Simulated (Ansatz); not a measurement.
# CHOSi+ (quintet): wave-function methods side by side, cc-pVTZ

Aim: climb from Hartree-Fock through coupled cluster for CHOSi+ (quintet) at one geometry and basis, and see what each rung misses.

Computed with Ansatz 0.2.0, Gaussian basis. Level: cc-pVTZ, core rule «outside noble gas», up to 7 orbitals frozen.

To be run: UHF; CCSD(T) on ROHF; CCSD(T) on UHF; BCCD(T) on ROHF; CCSDT(Q) on ROHF; CCSDT(Q) on UHF.

6 further runs of the same task are left out: 1 for a known fault of the program, 5 set aside as unsound or not needed. Runs told in other sessions of the task aren't counted.

**1. What is computed**

The geometry is a PBE0/def2-TZVP stationary point (not a proven minimum) of the parent state, kept for this charge and spin.

4 atoms, charge 1, spin multiplicity 5.

Atoms are counted from 1 here; the program's logs count them from 0.

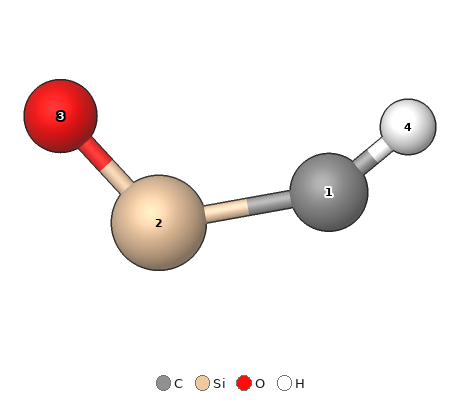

The geometry (carbon grey, silicon light orange, oxygen red, hydrogen white); atoms are numbered from 1 in the order of the file.

In the tables R marks a restricted open-shell determinant and U an unrestricted one; energies count from the table's Hartree-Fock row.

**2. UHF**

in.yaml

```yaml
crystal:
  periodic: [false, false, false]
  atoms:
    - {symbol: C, position_ang: [0.000000, -0.231556, 1.642911]}
    - {symbol: Si, position_ang: [0.000000, 0.419511, -0.056146]}
    - {symbol: O, position_ang: [0.000000, -0.495400, -1.281834]}
    - {symbol: H, position_ang: [0.000000, -1.066454, 2.334393]}
basis:
  gaussian: {orbitals: cc-pVTZ}
total_charge: 1
magnetization: {spin_polarized: true, initial_magnetization: 4}
hamiltonian: {xc: hf}
output: {orbitals: {seedname: orbitals}}
```

Launch:

```sh
ansatz run in.yaml --threads 1 --pin off --events-out ev --progress --plain --max-ram 4096MiB --backend cpu
```

Standard output:

```text
Functional definition: HF
  name "HF"
  cite "Fock, Z. Phys. 61, 126 (1930) doi:10.1007/BF01340294"
  parent pbe
  exchange = exact_x
  correlation = 0
848 factors; their error is unknown
mean field evaluation 1: about -10922.8203 eV, gradient 4.4e1 eV
mean field evaluation 2: about -10921.9687 eV, gradient 5.1e1 eV
mean field evaluation 4: about -10933.8713 eV, gradient 3.7e0 eV
mean field evaluation 8: about -10934.5879 eV, gradient 1.2e0 eV
mean field evaluation 16: about -10934.9859 eV, gradient 2.3e-3 eV
mean field evaluation 32: about -10934.8896 eV, gradient 2.6e-1 eV
mean field evaluation 64: about -10930.1361 eV, gradient 2.9e0 eV
mean field evaluation 96: about -10933.2225 eV, gradient 1.0e0 eV
mean field evaluation 128: about -10927.5290 eV, gradient 1.0e1 eV
mean field evaluation 160: about -10930.8270 eV, gradient 8.4e0 eV
mean field evaluation 192: about -10934.9858 eV, gradient 1.7e-1 eV
mean field -10934.98588231 eV, -401.8533191751 hartree, gradient 7.8e-6 eV, S^2 6.028286; 4 other end points of the search recorded, 0 dependent functions left out
reference -10934.98588231 eV, -401.8533191751 hartree; 16, 12 occupied and 92, 96 virtual orbitals, 848 factors
Total energy: -10934.98588231 eV, -401.8533191751 hartree
```

Run time: 6.5 s. Hardware: 1 thread of AMD EPYC 7R13, shared host; peak memory 0.25 GiB.

From the report: ⟨S²⟩ of the determinant 6.028 (pure quintet: 6.00).

**3. CCSD(T) on ROHF**

Changes to in.yaml since step 2:

```diff
@@ -10,4 +10,4 @@
 total_charge: 1
-magnetization: {spin_polarized: true, initial_magnetization: 4}
-hamiltonian: {xc: hf}
-output: {orbitals: {seedname: orbitals}}
+magnetization: {spin_polarized: false, initial_magnetization: 4}
+correlation: {method: ccsd_t, electrons: outside_noble_gas}
+output: {forces: true}
```

Launch:

```sh
ansatz run in.yaml --threads 2 --pin off --events-out ev --progress --plain --max-ram 24576MiB --backend cuda --devices 0, --max-vram 18GiB
```

Standard output, cut to the lines that bear on the results:

```text
Functional definition: HF
  name "HF"
  cite "Fock, Z. Phys. 61, 126 (1930) doi:10.1007/BF01340294"
  parent pbe
[...]
647 factors; integrals over basis functions are off by at most 1.5e-3 eV
[...]
mean field -10934.64755430 eV, -401.8408858503 hartree, gradient 2.9e-6 eV, S^2 6.000000; 9 other end points of the search recorded, 0 dependent functions left out
[...]
determinant -10934.64755430 eV, -401.8408858503 hartree, with singles and doubles -10945.29216843 eV, -402.2320682042 hartree
determinant -10934.39820506 eV, -401.8317224347 hartree, with singles and doubles -10945.06521218 eV, -402.2237277160 hartree
determinant -10932.80795692 eV, -401.7732818934 hartree, with singles and doubles -10943.71806683 eV, -402.1742210374 hartree
determinant -10934.64755430 eV, -401.8408858503 hartree, with singles and doubles -10945.24106393 eV, -402.2301901484 hartree
[...]
7 core orbitals not correlated: weight in the atoms' cores, before any rotation towards them, 1.000 or more for the frozen orbitals, at most 0.000 for the correlated occupied ones
reference -10934.64755430 eV, -401.8408858503 hartree; 9, 5 occupied and 92, 96 virtual orbitals, 647 factors
second order -9.49239778 eV of doubles, -0.20094015 eV of singles
cycle   1  -10.59350826 eV  change    1.4e-6 eV  update   3.2e-6
[...]
cycle   9  -10.59350714 eV  change   -4.2e-8 eV  update   8.8e-8
perturbative correction -0.37682501 eV, -0.0138480637 hartree
[...]
Total energy: -10945.61788646 eV, -402.2440381210 hartree
Atom 0 at     0.000000    -0.231556     1.642911 Å, force     0.000000     0.054139    -0.531918 eV/Å
Atom 1 at     0.000000     0.419511    -0.056146 Å, force    -0.000000     3.686062     5.272168 eV/Å
Atom 2 at     0.000000    -0.495400    -1.281834 Å, force     0.000000    -3.732810    -4.799162 eV/Å
Atom 3 at     0.000000    -1.066454     2.334393 Å, force     0.000000    -0.007391     0.058912 eV/Å
Dipole moment:    -0.000000     0.196524     0.346193 e Å
```

Wall time 17 s (1 × H100 (card shared with other runs) with 2 threads of AMD EPYC 7R13, shared host); peak host memory 0.99 GiB.

From the report: correlation -10.9703 eV; T1 0.025; largest double amplitude 0.03.

**4. CCSD(T) on UHF**

Changes to in.yaml since step 3:

```diff
@@ -10,3 +10,3 @@
 total_charge: 1
-magnetization: {spin_polarized: false, initial_magnetization: 4}
+magnetization: {spin_polarized: true, initial_magnetization: 4}
 correlation: {method: ccsd_t, electrons: outside_noble_gas}
```

Same command.

Standard output, cut to the lines that bear on the results:

```text
Functional definition: HF
  name "HF"
  cite "Fock, Z. Phys. 61, 126 (1930) doi:10.1007/BF01340294"
  parent pbe
[...]
647 factors; integrals over basis functions are off by at most 1.5e-3 eV
[...]
mean field -10934.98617587 eV, -401.8533299635 hartree, gradient 1.2e-6 eV, S^2 6.028286; 9 other end points of the search recorded, 0 dependent functions left out
determinant -10934.98617587 eV, -401.8533299635 hartree, with singles and doubles -10945.28326703 eV, -402.2317410838 hartree
determinant -10934.73349893 eV, -401.8440442573 hartree, with singles and doubles -10945.05702999 eV, -402.2234270261 hartree
determinant -10933.19267011 eV, -401.7874198425 hartree, with singles and doubles -10943.70726841 eV, -402.1738242030 hartree
determinant -10934.98617587 eV, -401.8533299635 hartree, with singles and doubles -10945.25151122 eV, -402.2305740795 hartree
[...]
7 core orbitals not correlated: weight in the atoms' cores, before any rotation towards them, 1.000 or more for the frozen orbitals, at most 0.000 for the correlated occupied ones
reference -10934.98617587 eV, -401.8533299635 hartree; 9, 5 occupied and 92, 96 virtual orbitals, 647 factors
second order -9.32046380 eV of doubles, -0.00000000 eV of singles
cycle   1  -10.26533402 eV  change    1.3e-6 eV  update   3.7e-6
[...]
cycle   9  -10.26533221 eV  change   -1.1e-8 eV  update   9.4e-8
perturbative correction -0.36799841 eV, -0.0135236920 hartree
[...]
Total energy: -10945.61950649 eV, -402.2440976561 hartree
Atom 0 at     0.000000    -0.231556     1.642911 Å, force     0.000000     0.053985    -0.534003 eV/Å
Atom 1 at     0.000000     0.419511    -0.056146 Å, force     0.000000     3.683532     5.273702 eV/Å
Atom 2 at     0.000000    -0.495400    -1.281834 Å, force    -0.000000    -3.731524    -4.797472 eV/Å
Atom 3 at     0.000000    -1.066454     2.334393 Å, force    -0.000000    -0.005993     0.057773 eV/Å
Dipole moment:    -0.000000     0.196777     0.346158 e Å
```

Run time: 10 s. Hardware: 1 × H100 (card shared with other runs) with 2 threads of AMD EPYC 7R13, shared host; peak host memory 0.99 GiB.

From the report: ⟨S²⟩ of the determinant 6.028 (pure quintet: 6.00); correlation -10.6333 eV; T1 0.021; largest double amplitude 0.03.

**5. BCCD(T) on ROHF**

Changes to in.yaml since step 4:

```diff
@@ -10,4 +10,3 @@
 total_charge: 1
-magnetization: {spin_polarized: true, initial_magnetization: 4}
-correlation: {method: ccsd_t, electrons: outside_noble_gas}
-output: {forces: true}
+magnetization: {spin_polarized: false, initial_magnetization: 4}
+correlation: {method: bccd_t, electrons: outside_noble_gas}
```

The command is unchanged.

Standard output, cut to the lines that bear on the results:

```text
Functional definition: HF
  name "HF"
  cite "Fock, Z. Phys. 61, 126 (1930) doi:10.1007/BF01340294"
  parent pbe
[...]
647 factors; integrals over basis functions are off by at most 1.5e-3 eV
[...]
mean field -10934.64755430 eV, -401.8408858503 hartree, gradient 2.9e-6 eV, S^2 6.000000; 9 other end points of the search recorded, 0 dependent functions left out
[...]
determinant -10934.64755430 eV, -401.8408858503 hartree, with singles and doubles -10945.29216843 eV, -402.2320682042 hartree
determinant -10934.39820506 eV, -401.8317224347 hartree, with singles and doubles -10945.06521218 eV, -402.2237277160 hartree
determinant -10932.80795692 eV, -401.7732818934 hartree, with singles and doubles -10943.71806683 eV, -402.1742210374 hartree
determinant -10934.64755430 eV, -401.8408858503 hartree, with singles and doubles -10945.24106393 eV, -402.2301901484 hartree
determinant -10934.39820506 eV, -401.8317224347 hartree, with singles and doubles -10945.01159812 eV, -402.2217574356 hartree
[...]
7 core orbitals not correlated: weight in the atoms' cores, before any rotation towards them, 1.000 or more for the frozen orbitals, at most 0.000 for the correlated occupied ones
reference -10934.64755430 eV, -401.8408858503 hartree; 9, 5 occupied and 92, 96 virtual orbitals, 647 factors
second order -9.49239778 eV of doubles, -0.20094015 eV of singles
cycle   1  -10.57591617 eV  change    1.8e-2 eV  update   9.7e-3
[...]
cycle  11  -10.57674311 eV  change   -3.0e-6 eV  update   1.5e-5
perturbative correction -0.39322604 eV, -0.0144507903 hartree
Total energy: -10945.61752344 eV, -402.2440247806 hartree
```

Wall time 13 s (1 × H100 (card shared with other runs) with 2 threads of AMD EPYC 7R13, shared host); peak host memory 0.8 GiB.

From the report: correlation -10.9700 eV; largest double amplitude 0.03.

**6. CCSDT(Q) on ROHF**

Changes to in.yaml since step 5:

```diff
@@ -11,2 +11,2 @@
 magnetization: {spin_polarized: false, initial_magnetization: 4}
-correlation: {method: bccd_t, electrons: outside_noble_gas}
+correlation: {method: ccsdt_q, electrons: outside_noble_gas}
```

The command is unchanged.

Standard output, cut to the lines that bear on the results:

```text
Functional definition: HF
  name "HF"
  cite "Fock, Z. Phys. 61, 126 (1930) doi:10.1007/BF01340294"
  parent pbe
[...]
1348 factors; integrals over basis functions are off by at most 2.4e-7 eV
[...]
mean field -10934.64760215 eV, -401.8408876088 hartree, gradient 2.9e-6 eV, S^2 6.000000; 9 other end points of the search recorded, 0 dependent functions left out
[...]
determinant -10934.64760215 eV, -401.8408876088 hartree, with singles and doubles -10945.29223106 eV, -402.2320705058 hartree
determinant -10934.39825275 eV, -401.8317241873 hartree, with singles and doubles -10945.06527428 eV, -402.2237299980 hartree
determinant -10932.80800579 eV, -401.7732836892 hartree, with singles and doubles -10943.71812955 eV, -402.1742233423 hartree
determinant -10934.64760215 eV, -401.8408876088 hartree, with singles and doubles -10945.24110066 eV, -402.2301914984 hartree
determinant -10934.39825275 eV, -401.8317241873 hartree, with singles and doubles -10945.01163478 eV, -402.2217587829 hartree
[...]
7 core orbitals not correlated: weight in the atoms' cores, before any rotation towards them, 1.000 or more for the frozen orbitals, at most 0.000 for the correlated occupied ones
reference -10934.64760215 eV, -401.8408876088 hartree; 9, 5 occupied and 92, 96 virtual orbitals, 1348 factors
second order -9.49241620 eV of doubles, -0.20094025 eV of singles
cycle   1  -10.25571570 eV  change   -5.6e-1 eV  update   8.7e-2
[...]
cycle  29  -11.01141712 eV  change    9.4e-7 eV  update   1.5e-6
perturbative correction -0.01557778 eV, -0.0005724728 hartree
Total energy: -10945.67459705 eV, -402.2461221970 hartree
```

Wall time 82 s (1 × H100 (card shared with other runs) with 2 threads of AMD EPYC 7R13, shared host); peak host memory 1.6 GiB.

From the report: correlation -11.0270 eV; T1 0.027; largest double amplitude 0.04.

**7. CCSDT(Q) on UHF**

Changes to in.yaml since step 6:

```diff
@@ -10,3 +10,3 @@
 total_charge: 1
-magnetization: {spin_polarized: false, initial_magnetization: 4}
+magnetization: {spin_polarized: true, initial_magnetization: 4}
 correlation: {method: ccsdt_q, electrons: outside_noble_gas}
```

The command is unchanged.

Standard output, cut to the lines that bear on the results:

```text
Functional definition: HF
  name "HF"
  cite "Fock, Z. Phys. 61, 126 (1930) doi:10.1007/BF01340294"
  parent pbe
[...]
1348 factors; integrals over basis functions are off by at most 2.4e-7 eV
[...]
mean field -10934.98622402 eV, -401.8533317329 hartree, gradient 1.2e-6 eV, S^2 6.028286; 9 other end points of the search recorded, 0 dependent functions left out
determinant -10934.98622402 eV, -401.8533317329 hartree, with singles and doubles -10945.28332972 eV, -402.2317433877 hartree
determinant -10934.73354687 eV, -401.8440460188 hartree, with singles and doubles -10945.05709186 eV, -402.2234292998 hartree
determinant -10933.19271972 eV, -401.7874216655 hartree, with singles and doubles -10943.70733141 eV, -402.1738265182 hartree
determinant -10934.98622402 eV, -401.8533317329 hartree, with singles and doubles -10945.25154790 eV, -402.2305754274 hartree
determinant -10934.73354687 eV, -401.8440460188 hartree, with singles and doubles -10945.02237212 eV, -402.2221533727 hartree
7 core orbitals not correlated: weight in the atoms' cores, before any rotation towards them, 1.000 or more for the frozen orbitals, at most 0.000 for the correlated occupied ones
reference -10934.98622402 eV, -401.8533317329 hartree; 9, 5 occupied and 92, 96 virtual orbitals, 1348 factors
second order -9.32048148 eV of doubles, -0.00000000 eV of singles
cycle   1  -9.90648027 eV  change   -5.9e-1 eV  update   8.7e-2
[...]
cycle  29  -10.67674047 eV  change    9.0e-7 eV  update   1.6e-6
perturbative correction -0.01788782 eV, -0.0006573654 hartree
Total energy: -10945.68085232 eV, -402.2463520738 hartree
```

Wall time 72 s (1 × H100 (card shared with other runs) with 2 threads of AMD EPYC 7R13, shared host); peak host memory 1.3 GiB.

From the report: ⟨S²⟩ of the determinant 6.028 (pure quintet: 6.00); correlation -10.6946 eV; T1 0.023; largest double amplitude 0.04.

**8. Misses and costs**

The yardstick is UCCSDT(Q), where the cluster series has nearly closed. Rows without a time are mean-field rows or come out of runs for another level: lower rungs of the coupled-cluster runs, or the Hartree-Fock search. The times of RCCSD(T), UCCSD(T) include forces.

```tsv
method	energy from the lowest ROHF (meV)	from UCCSDT(Q) (meV)	time
ROHF	0.0	+11033.3	
UHF	-338.6	+10694.7	
RMP2	-9693.3	+1340.0	
UMP2	-9659.1	+1374.2	
RCCSD	-10593.5	+439.8	
UCCSD	-10604.0	+429.3	
RCCSD(T)	-10970.3	+63.0	17 s
UCCSD(T)	-10972.0	+61.3	10 s
BCCD(T)	-10970.0	+63.3	13 s
RCCSDT	-11011.5	+21.8	
UCCSDT	-11015.4	+17.9	
RCCSDT(Q)	-11027.0	+6.3	82 s
UCCSDT(Q)	-11033.3	0	72 s
```

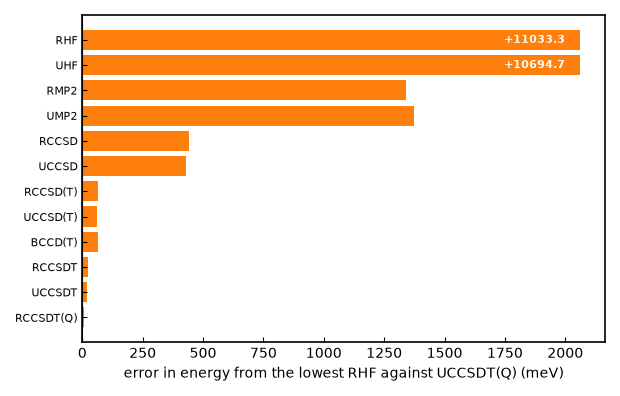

How far each level lands from UCCSDT(Q). Bars with a number in them are cut short.

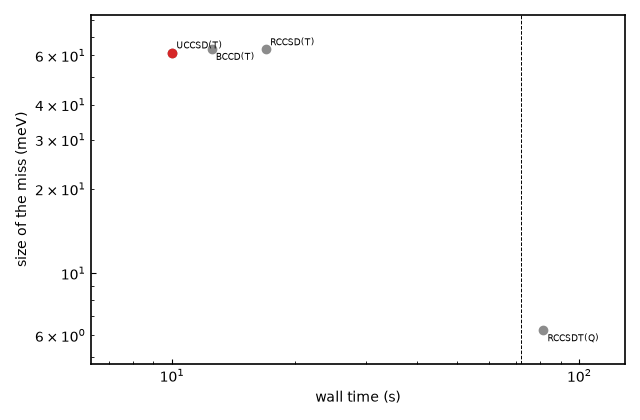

Accuracy for the time spent; red marks the levels that beat every quicker one drawn (of those quicker than the yardstick), and the dashed line is the time of UCCSDT(Q). Times are from a shared host.

**9. What came out**

```
                         quantity                      value
    UCCSDT(Q) from the ROHF energy                -11.0333 eV
              RMP2 from UCCSDT(Q)                +1340.0 meV
              UMP2 from UCCSDT(Q)                +1374.2 meV
             RCCSD from UCCSDT(Q)                 +439.8 meV
          RCCSD(T) from UCCSDT(Q)                  +63.0 meV
          UCCSD(T) from UCCSDT(Q)                  +61.3 meV
         RCCSDT(Q) from UCCSDT(Q)                   +6.3 meV
levels within 1 kcal/mol (43 meV)  RCCSDT, UCCSDT, RCCSDT(Q)
                    T1 diagnostic                      0.025
```

**Reading.** RCCSD(T) misses by +63.0 meV, 0.6 % of the correlation energy. These misses are within one basis, not against nature; the frozen cores of restricted and unrestricted runs differ, which can shift their rows.

UCCSD(T) reaches 61.3 meV from the reference in 10 s, where UCCSDT(Q) took 72 s.
